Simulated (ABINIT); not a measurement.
**Gallium (Cmce): zone-centre phonons**

Which modes does Gallium (Cmce) have at the zone centre?

Calculated with ABINIT 10.8.3; DFT LDA, scalar-relativistic, plane waves, HGH norm-conserving pseudopotentials.

### Step 1. Starting point

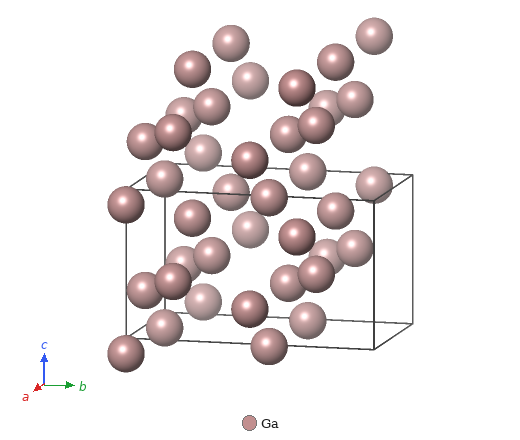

The starting structure, seen slightly off an axis (gallium pink). 2×1×2 cells are drawn. This picture shows the conventional cell, with its axes. Some periodic images of atoms are drawn too.

### Step 2. A probe with smearing

A first run with smearing and empty bands tells whether the crystal has a gap, which decides between fixed occupations and smearing later on.

Input file probe.abi:

```
# ground state
tolvrs 1.0d-08
prtden 1
prtwf 1

# basis, mesh and filling
ecut 20.0
ixc 7
ngkpt 6 6 4
nshiftk 1
shiftk 0.0 0.0 0.0
istwfk *1
occopt 7
tsmear 0.005
nband 12
nstep 100
diemac 9.0
prtebands 0
prtgsr 0
useylm 1

# cell and atoms
acell 8.406013411 8.406013411 8.549120988
rprim 
    0.5083998112 -0.8611211483 0.0
    0.5083998112 0.8611211483 0.0
    0.0 0.0 1.0
ntypat 1
znucl 31
natom 4
typat 1 1 1 1
xred 
    0.8451000000 0.1549000000 0.0810000000
    0.6549000000 0.3451000000 0.5810000000
    0.1549000000 0.8451000000 0.9190000000
    0.3451000000 0.6549000000 0.4190000000
pp_dirpath "./pseudo"
pseudos "Ga.hgh"
```

On the command line:

```console
$ OMP_NUM_THREADS=1 mpirun -n 16 abinit probe.abi > probe.log
```

Numbers of over 12 decimals in the logs are rounded to 6 here.

probe.abo, the main output file:

```text
[banners, grids, parts of the stress and lines that vanish by symmetry left out]
- input  file    -> probe.abi
- output file    -> probe.abo
- root for input  files -> probei
[...]
Symmetries : space group Cm c a (# 64); Bravais oC (1-face-center ortho.)
[...]
mpw =        2298          nfft =       46656          nkpt =          39
[...]
== DATASET  1 ==================================================================
[...]
-    --> not optimal distribution: autoparal keyword recommended in input file <--
[...]
cutoff_energies: {ecut:  20.0, pawecutdg:  -1.0, }
[...]
Exchange-correlation functional for the present dataset will be:
  LDA: Perdew-Wang 92 LSD fit to Ceperley-Alder data - ixc=7
[...]
ETOT  1  -9.024079    -9.024E+00 8.742E-03 8.846E+00
 ETOT  2  -9.031113    -7.035E-03 8.418E-04 2.055E-01
 ETOT  3  -9.031132    -1.870E-05 2.461E-04 3.038E-03
 ETOT  4  -9.031133    -4.961E-07 1.579E-04 5.434E-05
 ETOT  5  -9.031133    -7.473E-09 2.183E-04 4.511E-07
 ETOT  6  -9.031133    -4.836E-11 4.058E-05 2.366E-09
 At SCF step    6       vres2   =  2.37E-09 < tolvrs=  1.00E-08 =>converged.
[...]
sigma(1 1)=  2.16194794E-04  sigma(3 2)=  0.00000000E+00
  sigma(2 2)=  2.26175599E-04  sigma(3 1)=  0.00000000E+00
  sigma(3 3)=  1.95658454E-04  sigma(2 1)=  0.00000000E+00
[...]
convergence: {deltae: -4.836E-11, res2:  2.366E-09, residm:  4.058E-05, diffor: null, }
etotal    :  -9.03113256E+00
[...]
sigma(1 1)=  2.16194794E-04  sigma(3 2)=  0.00000000E+00
  sigma(2 2)=  2.26175599E-04  sigma(3 1)=  0.00000000E+00
  sigma(3 3)=  1.95658454E-04  sigma(2 1)=  0.00000000E+00
[...]
- sigma(1 1)=  6.36067043E+00  sigma(3 2)=  0.00000000E+00
- sigma(2 2)=  6.65431586E+00  sigma(3 1)=  0.00000000E+00
- sigma(3 3)=  5.75647046E+00  sigma(2 1)=  0.00000000E+00
[...]
fcart     -1.8973230991E-19  1.9146800484E-03  4.4820906839E-04
           strten      2.1619479374E-04  2.2617559888E-04  1.9565845419E-04
================================================================================

[key lines of the parts left out:]
pressure_GPa:  -6.2572E+00
```

Run time: 2.6 s. Hardware: 16 MPI ranks of Arm Neoverse V1, shared host.

Numbers from this step:

| Property | Result |
| --- | --- |
| volume per atom | 19.59 Å³ |
| pressure | -6.257 GPa |
| gap on the k-mesh | 0 eV |

No gap opens on this mesh, so smearing is kept; the printed pressure holds the stress of the finite basis too.

### Step 3. Relaxation

The harmonic expansion needs vanishing forces, and a free crystal bears no stress, so cell and atoms are brought to rest. Stress is more sensitive to the basis than forces are: the last 3 Ha under the cutoff are smoothed with ecutsm, and the cutoff is raised above that of the later runs.

Input file relax.abi:

```
# relaxation
ionmov 2
optcell 2
dilatmx 1.08
ntime 40
tolmxf 1.0d-05
tolvrs 1.0d-14
prtwf 0
prtden 0
chksymtnons 0

# basis, mesh and filling
ecut 26.0
ecutsm 3.0
ixc 7
ngkpt 10 10 8
nshiftk 1
shiftk 0.0 0.0 0.0
istwfk *1
occopt 7
tsmear 0.01
nband 12
nstep 100
diemac 1000000.0
prtebands 0
prtgsr 0
useylm 1

# cell and atoms
acell 8.406013411 8.406013411 8.549120988
rprim 
    0.5083998112 -0.8611211483 0.0
    0.5083998112 0.8611211483 0.0
    0.0 0.0 1.0
ntypat 1
znucl 31
natom 4
typat 1 1 1 1
xred 
    0.8451000000 0.1549000000 0.0810000000
    0.6549000000 0.3451000000 0.5810000000
    0.1549000000 0.8451000000 0.9190000000
    0.3451000000 0.6549000000 0.4190000000
pp_dirpath "./pseudo"
pseudos "Ga.hgh"
```

On the command line:

```console
$ OMP_NUM_THREADS=1 mpirun -n 16 abinit relax.abi > relax.log
```

relax.abo, the main output file:

```text
[banners, grids, parts of the stress and lines that vanish by symmetry left out]
- input  file    -> relax.abi
- output file    -> relax.abo
- root for input  files -> relaxi
[...]
Symmetries : space group Cm c a (# 64); Bravais oC (1-face-center ortho.)
[...]
mpw =        4254          nfft =       91125          nkpt =         155
[...]
== DATASET  1 ==================================================================
[...]
cutoff_energies: {ecut:  26.0, pawecutdg:  -1.0, }
[...]
Exchange-correlation functional for the present dataset will be:
  LDA: Perdew-Wang 92 LSD fit to Ceperley-Alder data - ixc=7
[...]
ETOT  1  -9.021408    -9.021E+00 1.657E-02 1.730E+01
 ETOT  2  -9.029305    -7.897E-03 2.589E-03 4.756E-01
 ETOT  3  -9.029328    -2.337E-05 1.202E-04 1.221E-02
 ETOT  4  -9.029329    -1.043E-06 1.296E-04 2.098E-04
 ETOT  5  -9.029329    -1.591E-08 2.422E-04 8.712E-07
[...]
At SCF step   10       vres2   =  2.73E-16 < tolvrs=  1.00E-14 =>converged.
[...]
sigma(1 1)=  1.98486472E-04  sigma(3 2)=  0.00000000E+00
  sigma(2 2)=  2.27557947E-04  sigma(3 1)=  0.00000000E+00
  sigma(3 3)=  2.10595573E-04  sigma(2 1)=  0.00000000E+00
[...]
convergence: {deltae:  9.948E-14, res2:  2.734E-16, residm:  4.677E-06, diffor: null, }
etotal    :  -9.02932932E+00
[...]
ETOT  1  -9.031342    -9.031E+00 1.710E+02 1.781E-01
[...]
At SCF step    8       vres2   =  7.15E-16 < tolvrs=  1.00E-14 =>converged.
[...]
sigma(1 1)=  1.75870623E-04  sigma(3 2)=  0.00000000E+00
  sigma(2 2)=  2.00321424E-04  sigma(3 1)=  0.00000000E+00
  sigma(3 3)=  1.85927853E-04  sigma(2 1)=  0.00000000E+00
[...]
convergence: {deltae:  4.441E-14, res2:  7.148E-16, residm:  2.063E-06, diffor: null, }
etotal    :  -9.03135875E+00
[...]
ETOT  1  -9.035570    -9.036E+00 9.692E+02 7.097E+00
[...]
At SCF step    9       vres2   =  1.14E-16 < tolvrs=  1.00E-14 =>converged.
[...]
sigma(1 1)= -4.74656013E-05  sigma(3 2)=  0.00000000E+00
  sigma(2 2)= -7.92304450E-05  sigma(3 1)=  0.00000000E+00
  sigma(3 3)= -6.74265321E-05  sigma(2 1)=  0.00000000E+00
[...]
convergence: {deltae: -3.020E-14, res2:  1.142E-16, residm:  2.487E-04, diffor: null, }
etotal    :  -9.03620766E+00
[...]
ETOT  1  -9.036546    -9.037E+00 4.048E-04 3.729E-01
[...]
At SCF step    8       vres2   =  1.12E-15 < tolvrs=  1.00E-14 =>converged.
[...]
sigma(1 1)=  1.84178381E-05  sigma(3 2)=  0.00000000E+00
  sigma(2 2)=  6.21781453E-06  sigma(3 1)=  0.00000000E+00
  sigma(3 3)=  8.59442755E-06  sigma(2 1)=  0.00000000E+00
[...]
convergence: {deltae: -5.329E-15, res2:  1.119E-15, residm:  1.964E-07, diffor: null, }
etotal    :  -9.03658038E+00
[...]
ETOT  1  -9.036593    -9.037E+00 2.508E-02 9.462E-03
[...]
sigma(1 1)=  8.87808243E-06  sigma(3 2)=  0.00000000E+00
  sigma(2 2)= -4.19632921E-06  sigma(3 1)=  0.00000000E+00
[...]
convergence: {deltae: -8.882E-15, res2:  2.864E-15, residm:  1.725E-10, diffor: null, }
etotal    :  -9.03659434E+00
[...]
ETOT  1  -9.036597    -9.037E+00 8.969E-06 8.170E-04
[...]
convergence: {deltae:  7.816E-14, res2:  2.381E-16, residm:  5.668E-10, diffor: null, }
etotal    :  -9.03659736E+00
[...]
ETOT  1  -9.036607    -9.037E+00 3.519E+00 1.447E-02
[...]
convergence: {deltae: -8.527E-14, res2:  5.804E-15, residm:  1.567E-08, diffor: null, }
etotal    :  -9.03660859E+00
[...]
ETOT  1  -9.036614    -9.037E+00 7.845E-01 6.629E-03
[...]
convergence: {deltae: -6.217E-14, res2:  6.332E-15, residm:  7.827E-09, diffor: null, }
etotal    :  -9.03661530E+00
[...]
ETOT  1  -9.036619    -9.037E+00 1.157E-05 3.756E-03
[...]
convergence: {deltae:  8.171E-14, res2:  4.308E-15, residm:  2.908E-09, diffor: null, }
etotal    :  -9.03661948E+00
[...]
ETOT  1  -9.036621    -9.037E+00 1.224E-07 2.264E-03
[...]
convergence: {deltae:  8.882E-15, res2:  1.016E-15, residm:  4.505E-10, diffor: null, }
etotal    :  -9.03662131E+00
[...]
convergence: {deltae: -4.619E-14, res2:  9.795E-16, residm:  5.888E-10, diffor: null, }
etotal    :  -9.03662286E+00
[...]
convergence: {deltae: -2.487E-14, res2:  5.097E-16, residm:  7.411E-10, diffor: null, }
etotal    :  -9.03662396E+00
[...]
convergence: {deltae: -1.599E-14, res2:  1.676E-16, residm:  3.552E-10, diffor: null, }
etotal    :  -9.03662454E+00
[...]
convergence: {deltae: -4.796E-14, res2:  1.165E-16, residm:  2.611E-10, diffor: null, }
etotal    :  -9.03662491E+00
[...]
convergence: {deltae:  7.105E-15, res2:  2.397E-16, residm:  2.978E-10, diffor: null, }
etotal    :  -9.03662534E+00
[...]
convergence: {deltae: -1.599E-14, res2:  7.598E-15, residm:  7.297E-11, diffor: null, }
etotal    :  -9.03662576E+00
[...]
convergence: {deltae: -1.226E-13, res2:  1.414E-16, residm:  2.586E-11, diffor: null, }
etotal    :  -9.03662598E+00
[...]
ETOT  1  -9.036626    -9.037E+00 2.301E-09 1.828E-05
[...]
convergence: {deltae: -2.842E-14, res2:  2.162E-15, residm:  1.787E-11, diffor: null, }
etotal    :  -9.03662605E+00
[...]
ETOT  1  -9.036626    -9.037E+00 3.426E-09 1.088E-05
[...]
convergence: {deltae:  3.553E-15, res2:  1.177E-15, residm:  2.733E-11, diffor: null, }
etotal    :  -9.03662611E+00
[...]
ETOT  1  -9.036626    -9.037E+00 3.729E-08 2.597E-05
[...]
convergence: {deltae:  9.415E-14, res2:  3.223E-15, residm:  1.390E-10, diffor: null, }
etotal    :  -9.03662621E+00
[...]
ETOT  1  -9.036626    -9.037E+00 1.528E-03 3.237E-05
[...]
convergence: {deltae: -5.507E-14, res2:  8.995E-15, residm:  3.094E-10, diffor: null, }
etotal    :  -9.03662633E+00
[...]
ETOT  1  -9.036626    -9.037E+00 3.187E-04 1.559E-05
[...]
At SCF step    6       vres2   =  5.45E-15 < tolvrs=  1.00E-14 =>converged.
[...]
sigma(2 2)=  4.61839379E-07  sigma(3 1)=  0.00000000E+00
  sigma(3 3)=  3.70498350E-07  sigma(2 1)=  0.00000000E+00
[...]
convergence: {deltae: -1.421E-14, res2:  5.453E-15, residm:  1.607E-10, diffor: null, }
etotal    :  -9.03662640E+00
[...]
ETOT  1  -9.036626    -9.037E+00 3.076E-07 4.277E-06
[...]
ETOT  5  -9.036626    -4.086E-14 4.345E-11 9.596E-14
 ETOT  6  -9.036626     9.415E-14 9.046E-12 6.633E-16
 At SCF step    6       vres2   =  6.63E-16 < tolvrs=  1.00E-14 =>converged.
[...]
sigma(1 1)=  9.17503026E-08  sigma(3 2)=  0.00000000E+00
  sigma(2 2)=  9.57594208E-08  sigma(3 1)=  0.00000000E+00
  sigma(3 3)=  4.78494514E-08  sigma(2 1)=  0.00000000E+00
[...]
convergence: {deltae:  9.415E-14, res2:  6.633E-16, residm:  9.046E-12, diffor: null, }
etotal    :  -9.03662641E+00
[...]
At Broyd/MD step  23, gradients are converged :
[...]
sigma(1 1)=  9.17503026E-08  sigma(3 2)=  0.00000000E+00
  sigma(2 2)=  9.57594208E-08  sigma(3 1)=  0.00000000E+00
  sigma(3 3)=  4.78494514E-08  sigma(2 1)=  0.00000000E+00
[...]
- sigma(1 1)=  2.69938710E-03  sigma(3 2)=  0.00000000E+00
- sigma(2 2)=  2.81733943E-03  sigma(3 1)=  0.00000000E+00
- sigma(3 3)=  1.40777946E-03  sigma(2 1)=  0.00000000E+00
[...]
fcart     -1.3749285821E-22  3.2543028296E-06 -4.1913118008E-07
           strten      9.1750302649E-08  9.5759420771E-08  4.7849451444E-08
================================================================================

[key lines of the parts left out:]
pressure_GPa:  -2.3082E-03
Total energy (etotal) [Ha]= -9.03662641260744E+00
```

Wall time 4.9 min (16 MPI ranks); 79 min of CPU time.

Relaxation path (22 of 23):

```csv
step,energy less that of the first step (eV),largest force (eV/Å),volume (Å³)
1,0.0000,0.1029,78.38
2,-0.0552,0.0875,76.89
3,-0.1872,0.0482,67.73
4,-0.1973,0.0287,69.81
5,-0.1977,0.0295,69.50
6,-0.1978,0.0288,69.45
7,-0.1981,0.0241,69.31
8,-0.1983,0.0191,69.30
9,-0.1984,0.0125,69.37
10,-0.1984,0.0073,69.43
11,-0.1985,0.0063,69.46
13,-0.1985,0.0123,69.42
14,-0.1985,0.0110,69.40
15,-0.1985,0.0074,69.38
16,-0.1985,0.0030,69.39
17,-0.1986,0.0030,69.41
18,-0.1986,0.0032,69.42
19,-0.1986,0.0028,69.43
20,-0.1986,0.0019,69.44
21,-0.1986,0.0006,69.44
22,-0.1986,0.0003,69.43
23,-0.1986,0.0002,69.43
```

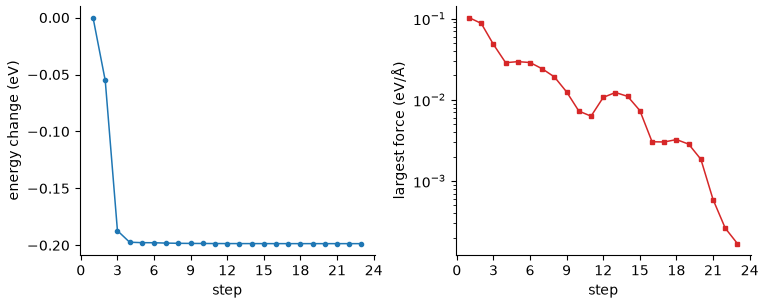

Energy and largest force along the relaxation.

```csv
"conventional cell, symmetrised",before,after,change
a (Å),4.523,4.337,-4.1 %
b (Å),7.661,7.343,-4.2 %
c (Å),4.524,4.360,-3.6 %
volume (Å³/atom),19.59,17.36,-11.4 %
```

The atoms that moved most (Å, as changes of fractional coordinates times the final cell):

```csv
atom,dx,dy,dz,length
Ga2,0.000,-0.003,0.012,0.012
Ga3,0.000,-0.003,-0.012,0.012
Ga4,0.000,0.003,-0.012,0.012
Ga1,0.000,0.003,0.012,0.012
```

Final coordinates:

```xyz
4
Lattice="2.1687 -3.6715 0.0000 2.1687 3.6715 0.0000 0.0000 0.0000 4.3596" Properties=species:S:1:pos:R:3 pbc="T T T"
Ga    2.1687   -2.5307    0.3650
Ga    2.1687   -1.1408    2.5448
Ga    2.1687    2.5307    3.9946
Ga    2.1687    1.1408    1.8148
```

This step gave:

```yaml
volume_per_atom: 17.36 Å³
pressure: -0.002308 GPa
```

The volume changes by -11.4 % in this run and stands -11.4 % from the first cell.

### Step 4. Ground state

The response is built on these wavefunctions, so the potential is converged far more tightly than an energy would need. Smearing stays on, as the first look found no gap above 0.3 eV.

Input file gs.abi:

```
# ground state
tolvrs 1.0d-16
prtden 1
prtwf 1

# basis, mesh and filling
ecut 20.0
ixc 7
ngkpt 10 10 8
nshiftk 1
shiftk 0.0 0.0 0.0
istwfk *1
occopt 7
tsmear 0.01
nband 12
nstep 100
diemac 1000000.0
prtebands 0
prtgsr 0
useylm 1

# cell and atoms
acell 8.058175174 8.058175174 8.238441381
rprim 
    0.508583308 -0.8610127867 0.0
    0.508583308 0.8610127867 0.0
    0.0 0.0 1.0
ntypat 1
znucl 31
natom 4
typat 1 1 1 1
xred 
    0.8446426043 0.1553573957 0.0837144288
    0.6553573957 0.3446426043 0.5837144288
    0.1553573957 0.8446426043 0.9162855712
    0.3446426043 0.6553573957 0.4162855712
pp_dirpath "./pseudo"
pseudos "Ga.hgh"
```

On the command line:

```console
$ OMP_NUM_THREADS=1 mpirun -n 16 abinit gs.abi > gs.log
```

gs.abo, the main output file:

```text
[banners, grids, parts of the stress and lines that vanish by symmetry left out]
- input  file    -> gs.abi
- output file    -> gs.abo
- root for input  files -> gsi
[...]
Symmetries : space group Cm c a (# 64); Bravais oC (1-face-center ortho.)
[...]
mpw =        2021          nfft =       46656          nkpt =         155
[...]
== DATASET  1 ==================================================================
[...]
cutoff_energies: {ecut:  20.0, pawecutdg:  -1.0, }
[...]
Exchange-correlation functional for the present dataset will be:
  LDA: Perdew-Wang 92 LSD fit to Ceperley-Alder data - ixc=7
[...]
ETOT  1  -9.029840    -9.030E+00 2.048E-02 9.724E+00
 ETOT  2  -9.036598    -6.758E-03 6.321E-04 2.735E-01
 ETOT  3  -9.036623    -2.502E-05 1.407E-04 5.929E-03
 ETOT  4  -9.036624    -9.449E-07 1.642E-04 7.254E-05
 ETOT  5  -9.036624    -1.026E-08 5.991E-05 3.256E-07
[...]
ETOT  9  -9.036624    -1.599E-14 4.309E-05 2.388E-15
 ETOT 10  -9.036624     2.132E-14 1.919E-05 3.453E-18
 At SCF step   10       vres2   =  3.45E-18 < tolvrs=  1.00E-16 =>converged.
[...]
sigma(1 1)=  1.20590525E-07  sigma(3 2)=  0.00000000E+00
  sigma(2 2)=  1.30955153E-07  sigma(3 1)=  0.00000000E+00
  sigma(3 3)=  7.90731386E-08  sigma(2 1)=  0.00000000E+00
[...]
convergence: {deltae:  2.132E-14, res2:  3.453E-18, residm:  1.919E-05, diffor: null, }
etotal    :  -9.03662399E+00
[...]
sigma(1 1)=  1.20590525E-07  sigma(3 2)=  0.00000000E+00
  sigma(2 2)=  1.30955153E-07  sigma(3 1)=  0.00000000E+00
  sigma(3 3)=  7.90731386E-08  sigma(2 1)=  0.00000000E+00
[...]
- sigma(1 1)=  3.54789572E-03  sigma(3 2)=  0.00000000E+00
- sigma(2 2)=  3.85283363E-03  sigma(3 1)=  0.00000000E+00
- sigma(3 3)=  2.32641206E-03  sigma(2 1)=  0.00000000E+00
[...]
fcart      3.0070513648E-22  3.0331377413E-06 -5.5270731207E-07
           strten      1.2059052459E-07  1.3095515340E-07  7.9073138573E-08
================================================================================

[key lines of the parts left out:]
pressure_GPa:  -3.2424E-03
```

It took 8.4 s on 16 MPI ranks.

Read from the output:

| Quantity | Value |
| --- | --- |
| pressure | -0.003242 GPa |

The cell stands at -0.0032 GPa, close enough for phonons.

(Continued in part 2 of 3.)

[Host names and launcher messages were left out of these logs when they were recorded.]

[Logs are printed without paths, hosts, clocks, repeated set-up lines and the standing remarks that a program may print on its own settings, such as how far it seeks lower states.]

[Hosts, paths, dates, database ids (printed as entryN), source tags and the programs' standing remarks are cut or masked in the printed files.]
